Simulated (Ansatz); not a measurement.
**C2H9FSi2: up Jacob's ladder to CCSD(T), part 1 of 2**

How much do the methods differ for C2H9FSi2? The plan is to run it at one geometry with functionals of several rungs and with coupled cluster. The yardstick is the atomisation energy at the CCSD(T) limit.

Method: functionals in def2-TZVPP, the program's frozen cores in correlated methods; program: Ansatz 0.2.0, Gaussian basis.

Plan: PBE-D4, r2SCAN-D4, PBE0-D4, B3LYP-D4, ωB97X-V, ωB97M-V, B2PLYP; CCSD(T)/def2-TZVPP; MP2/def2-QZVPP; extrapolation to the limit.

### 1 The relaxed structure

An earlier PBE0-D4 in a triple-zeta def2 set relaxation fixed the geometry.

SMILES `CC(F)[SiH2][SiH3]`, 14 atoms, charge 0, spin multiplicity 1.

Atoms are counted from 1 here; the program's logs count them from 0.

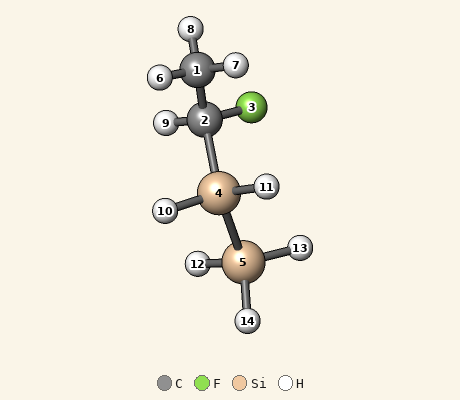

The geometry (carbon grey, fluorine green, silicon light orange, hydrogen white); atoms are numbered from 1 in the order of the file.

### 2 PBE-D4 (GGA)

The input, in.yaml:

```yaml
crystal:
  periodic: [false, false, false]
  atoms:
    - {symbol: C, position_ang: [-1.973862, 0.824318, 0.875359]}
    - {symbol: C, position_ang: [-0.574646, 0.830179, 0.310911]}
    - {symbol: F, position_ang: [0.317018, 1.248050, 1.310312]}
    - {symbol: Si, position_ang: [0.026024, -0.861579, -0.337395]}
    - {symbol: Si, position_ang: [2.302733, -0.769383, -0.864040]}
    - {symbol: H, position_ang: [-2.690913, 0.548834, 0.097580]}
    - {symbol: H, position_ang: [-2.064394, 0.106517, 1.693421]}
    - {symbol: H, position_ang: [-2.240755, 1.815396, 1.251296]}
    - {symbol: H, position_ang: [-0.501178, 1.569304, -0.496541]}
    - {symbol: H, position_ang: [-0.775782, -1.197952, -1.548834]}
    - {symbol: H, position_ang: [-0.238143, -1.897246, 0.699944]}
    - {symbol: H, position_ang: [2.554739, 0.357503, -1.803355]}
    - {symbol: H, position_ang: [3.118431, -0.567898, 0.361519]}
    - {symbol: H, position_ang: [2.727727, -2.035242, -1.521279]}
basis:
  gaussian: {orbitals: def2-TZVPP}
hamiltonian: {xc: pbe, dispersion: d4}
output: {forces: true, orbitals: {seedname: orbitals}}
```

The run is started by

```
ansatz run in.yaml --threads 4 --pin off --events-out ev --progress --plain --max-ram 10444MiB
```

Standard output, cut to the lines that bear on the results:

```text
Functional definition: PBE
  name "PBE"
  cite "Perdew, Burke & Ernzerhof, Phys. Rev. Lett. 77, 3865 (1996) doi:10.1103/PhysRevLett.77.3865"
  parent pbe
[...]
1623 factors; their error is unknown
[...]
mean field -20681.07044725 eV, -760.0153208034 hartree, gradient 4.5e-5 eV, S^2 0.000000; 0 other end points of the search recorded, 0 dependent functions left out
[...]
reference -20681.07049900 eV, -760.0153227052 hartree; 29, 29 occupied and 274, 274 virtual orbitals, 1623 factors
Total energy: -20681.36644552 eV, -760.0261985391 hartree
Atom 0 at    -1.973862     0.824318     0.875359 Å, force    -0.039249    -0.018534    -0.009022 eV/Å
Atom 1 at    -0.574646     0.830179     0.310911 Å, force    -0.227799    -0.131018    -0.253785 eV/Å
Atom 2 at     0.317018     1.248050     1.310312 Å, force     0.438993     0.196419     0.471668 eV/Å
Atom 3 at     0.026024    -0.861579    -0.337395 Å, force     0.094903    -0.045348    -0.060132 eV/Å
Atom 4 at     2.302733    -0.769383    -0.864040 Å, force    -0.086252    -0.011392     0.017232 eV/Å
Atom 5 at    -2.690913     0.548834     0.097580 Å, force    -0.153875    -0.050421    -0.140266 eV/Å
Atom 6 at    -2.064394     0.106517     1.693421 Å, force    -0.027448    -0.143167     0.157585 eV/Å
Atom 7 at    -2.240755     1.815396     1.251296 Å, force    -0.062911     0.199745     0.073289 eV/Å
Atom 8 at    -0.501178     1.569304    -0.496541 Å, force     0.006958     0.147660    -0.200406 eV/Å
Atom 9 at    -0.775782    -1.197952    -1.548834 Å, force    -0.079133    -0.046380    -0.125203 eV/Å
Atom 10 at    -0.238143    -1.897246     0.699944 Å, force    -0.031014    -0.107798     0.107306 eV/Å
Atom 11 at     2.554739     0.357503    -1.803355 Å, force     0.031261     0.109595    -0.091995 eV/Å
Atom 12 at     3.118431    -0.567898     0.361519 Å, force     0.085918     0.021340     0.118094 eV/Å
Atom 13 at     2.727727    -2.035242    -1.521279 Å, force     0.049647    -0.120700    -0.064365 eV/Å
Dipole moment:    -0.276295    -0.005829    -0.163848 e Å
```

Wall time 2.8 s (4 threads of Arm Neoverse V2, shared host); peak memory 0.45 GiB.

With the free atoms at this level, -20631.765 eV in sum, the atomisation energy is 1143.8 kcal/mol. HOMO -6.81 eV, LUMO -0.81 eV.

### 3 r2SCAN-D4 (meta-GGA)

in.yaml, as its differences from that of step 2:

```diff
@@ -19,3 +19,3 @@
   gaussian: {orbitals: def2-TZVPP}
-hamiltonian: {xc: pbe, dispersion: d4}
+hamiltonian: {xc: r2scan, dispersion: d4}
 output: {forces: true, orbitals: {seedname: orbitals}}
```

Same command.

Standard output, cut to the lines that bear on the results:

```text
Functional definition: r2SCAN
  name "r2SCAN"
  cite "Furness, Kaplan, Ning, Perdew & Sun, J. Phys. Chem. Lett. 11, 8208 (2020) doi:10.1021/acs.jpclett.0c02405"
  cite "Furness, Kaplan, Ning, Perdew & Sun, J. Phys. Chem. Lett. 11, 9248 (2020) doi:10.1021/acs.jpclett.0c03077"
  parent r2scan
[...]
1623 factors; their error is unknown
[...]
mean field -20691.15454838 eV, -760.3859046848 hartree, gradient 4.5e-5 eV, S^2 0.000000; 0 other end points of the search recorded, 0 dependent functions left out
[...]
reference -20691.15456382 eV, -760.3859052521 hartree; 29, 29 occupied and 274, 274 virtual orbitals, 1623 factors
Total energy: -20691.23003803 eV, -760.3886788780 hartree
Atom 0 at    -1.973862     0.824318     0.875359 Å, force    -0.120732     0.001628     0.059180 eV/Å
Atom 1 at    -0.574646     0.830179     0.310911 Å, force    -0.162085    -0.104370    -0.325002 eV/Å
[...]
Atom 4 at     2.302733    -0.769383    -0.864040 Å, force     0.013641    -0.002651    -0.002662 eV/Å
Atom 5 at    -2.690913     0.548834     0.097580 Å, force     0.012113     0.006013     0.015802 eV/Å
Atom 6 at    -2.064394     0.106517     1.693421 Å, force     0.005529     0.012451    -0.015543 eV/Å
Atom 7 at    -2.240755     1.815396     1.251296 Å, force     0.002642    -0.009749    -0.004838 eV/Å
Atom 8 at    -0.501178     1.569304    -0.496541 Å, force    -0.001077     0.021041    -0.004932 eV/Å
Atom 9 at    -0.775782    -1.197952    -1.548834 Å, force     0.005738     0.001001     0.018155 eV/Å
Atom 10 at    -0.238143    -1.897246     0.699944 Å, force    -0.003758     0.016168    -0.009940 eV/Å
Atom 11 at     2.554739     0.357503    -1.803355 Å, force     0.001625    -0.021927     0.018232 eV/Å
Atom 12 at     3.118431    -0.567898     0.361519 Å, force    -0.011151    -0.002403    -0.027470 eV/Å
Atom 13 at     2.727727    -2.035242    -1.521279 Å, force    -0.000478     0.028568     0.012955 eV/Å
Dipole moment:    -0.282892    -0.014064    -0.175615 e Å
```

It took 5.5 s on 4 threads of Arm Neoverse V2, shared host; peak memory 0.48 GiB.

Atomisation energy: 1137.9 kcal/mol (free atoms -20641.887 eV, run apart). HOMO -7.09 eV, LUMO -0.53 eV.

### 4 PBE0-D4 (hybrid)

in.yaml, as its differences from that of step 3:

```diff
@@ -19,3 +19,3 @@
   gaussian: {orbitals: def2-TZVPP}
-hamiltonian: {xc: r2scan, dispersion: d4}
-output: {forces: true, orbitals: {seedname: orbitals}}
+hamiltonian: {xc: pbe0, dispersion: d4}
+output: {orbitals: {seedname: orbitals}}
```

The command is unchanged.

Standard output:

```text
Functional definition: PBE0
  name "PBE0"
  cite "Adamo & Barone, J. Chem. Phys. 110, 6158 (1999) doi:10.1063/1.478522"
  cite "Perdew, Burke & Ernzerhof, Phys. Rev. Lett. 77, 3865 (1996) doi:10.1103/PhysRevLett.77.3865"
  parent pbe
  parameter a = 0.25
  parameter kappa = 0.804
  parameter beta = 0.06672455060314922
  exchange = (1 - a)*pbe_x(kappa = kappa, mu = beta*pi^2/3) + a*exact_x
  correlation = pbe_c(beta = beta)
1629 factors; their error is unknown
mean field evaluation 1: about -20677.9391 eV, gradient 4.8e1 eV
mean field evaluation 2: about -20676.4183 eV, gradient 5.2e1 eV
mean field evaluation 4: about -20683.1013 eV, gradient 2.4e0 eV
mean field evaluation 8: about -20683.1091 eV, gradient 4.9e-2 eV
mean field evaluation 16: about -20683.1405 eV, gradient 2.5e-5 eV
mean field -20683.14049669 eV, -760.0913937173 hartree, gradient 2.5e-5 eV, S^2 0.000000; 0 other end points of the search recorded, 0 dependent functions left out
reference -20683.14053513 eV, -760.0913951297 hartree; 29, 29 occupied and 274, 274 virtual orbitals, 1629 factors
Total energy: -20683.39261489 eV, -760.1006588902 hartree
```

Run time: 3.5 s. Hardware: 4 threads of Arm Neoverse V2, shared host; peak memory 0.89 GiB.

With the free atoms at this level, -20634.264 eV in sum, the atomisation energy is 1132.9 kcal/mol. HOMO -8.09 eV, LUMO 0.03 eV.

### 5 B3LYP-D4 (hybrid)

B3LYP here takes the VWN-RPA correlation.

in.yaml, as its differences from that of step 4:

```diff
@@ -19,3 +19,3 @@
   gaussian: {orbitals: def2-TZVPP}
-hamiltonian: {xc: pbe0, dispersion: d4}
-output: {orbitals: {seedname: orbitals}}
+hamiltonian: {xc: {name: B3LYP}, dispersion: d4}
+output: {forces: true, orbitals: {seedname: orbitals}}
```

Launched as before.

Standard output, cut to the lines that bear on the results:

```text
Functional definition: B3LYP
  name "B3LYP"
  cite "Stephens, Devlin, Chabalowski & Frisch, J. Phys. Chem. 98, 11623 (1994) doi:10.1021/j100096a001"
  cite "Becke, Phys. Rev. A 38, 3098 (1988) doi:10.1103/PhysRevA.38.3098"
  cite "Lee, Yang & Parr, Phys. Rev. B 37, 785 (1988) doi:10.1103/PhysRevB.37.785"
  cite "Vosko, Wilk & Nusair, Can. J. Phys. 58, 1200 (1980) doi:10.1139/p80-159"
[...]
1629 factors; their error is unknown
[...]
mean field -20696.60360454 eV, -760.5861538050 hartree, gradient 2.9e-5 eV, S^2 0.000000; 0 other end points of the search recorded, 0 dependent functions left out
[...]
reference -20696.60392887 eV, -760.5861657240 hartree; 29, 29 occupied and 274, 274 virtual orbitals, 1629 factors
Total energy: -20697.07879757 eV, -760.6036168267 hartree
Atom 0 at    -1.973862     0.824318     0.875359 Å, force    -0.207033     0.023872     0.083671 eV/Å
[...]
Atom 4 at     2.302733    -0.769383    -0.864040 Å, force     0.138738     0.007122    -0.025813 eV/Å
Atom 5 at    -2.690913     0.548834     0.097580 Å, force     0.025404     0.017325     0.045746 eV/Å
Atom 6 at    -2.064394     0.106517     1.693421 Å, force    -0.005749     0.041534    -0.038821 eV/Å
Atom 7 at    -2.240755     1.815396     1.251296 Å, force    -0.002492    -0.051889    -0.011502 eV/Å
Atom 8 at    -0.501178     1.569304    -0.496541 Å, force    -0.006234    -0.036656     0.059518 eV/Å
Atom 9 at    -0.775782    -1.197952    -1.548834 Å, force     0.042536     0.020553     0.076650 eV/Å
Atom 10 at    -0.238143    -1.897246     0.699944 Å, force     0.008840     0.064308    -0.062669 eV/Å
Atom 11 at     2.554739     0.357503    -1.803355 Å, force    -0.009374    -0.069772     0.056999 eV/Å
Atom 12 at     3.118431    -0.567898     0.361519 Å, force    -0.045558    -0.013697    -0.083006 eV/Å
Atom 13 at     2.727727    -2.035242    -1.521279 Å, force    -0.020478     0.078910     0.039422 eV/Å
Dipole moment:    -0.283061    -0.027257    -0.188662 e Å
```

Run time: 6 s. Hardware: 4 threads of Arm Neoverse V2, shared host; peak memory 1 GiB.

With the free atoms at this level, -20647.800 eV in sum, the atomisation energy is 1136.4 kcal/mol. HOMO -7.89 eV, LUMO -0.15 eV.

### 6 ωB97X-V (range-separated)

in.yaml, as its differences from that of step 5:

```diff
@@ -19,3 +19,3 @@
   gaussian: {orbitals: def2-TZVPP}
-hamiltonian: {xc: {name: B3LYP}, dispersion: d4}
-output: {forces: true, orbitals: {seedname: orbitals}}
+hamiltonian: {xc: {name: wB97X-V}}
+output: {orbitals: {seedname: orbitals}}
```

The command is unchanged.

Standard output, cut to the lines that bear on the results:

```text
Functional definition: wB97X-V
  name "wB97X-V"
  cite "Mardirossian & Head-Gordon, Phys. Chem. Chem. Phys. 16, 9904 (2014) doi:10.1039/C3CP54374A"
  cite "Becke, J. Chem. Phys. 107, 8554 (1997) doi:10.1063/1.475007"
  cite "Vydrov & Van Voorhis, J. Chem. Phys. 133, 244103 (2010) doi:10.1063/1.3521275"
[...]
      + integral(e_c_pw_opposite_spin*poly(b97_u_opposite, cos0, cos1)) + vv10(b, c)
1629 factors; their error is unknown
398 factors; integrals over basis functions are off by at most 1.2e-5 eV
[...]
mean field -20691.23981619 eV, -760.3890382188 hartree, gradient 1.4e-5 eV, S^2 0.000000; 0 other end points of the search recorded, 0 dependent functions left out
reference -20691.23981364 eV, -760.3890381252 hartree; 29, 29 occupied and 274, 274 virtual orbitals, 1629 factors
Total energy: -20691.23981364 eV, -760.3890381252 hartree
```

Run time: 9 s. Hardware: 4 threads of Arm Neoverse V2, shared host; peak memory 1.1 GiB.

Atomisation energy: 1143.5 kcal/mol (free atoms -20641.651 eV, run apart). HOMO -10.39 eV, LUMO 2.05 eV.

(Continued in part 2 of 2.)
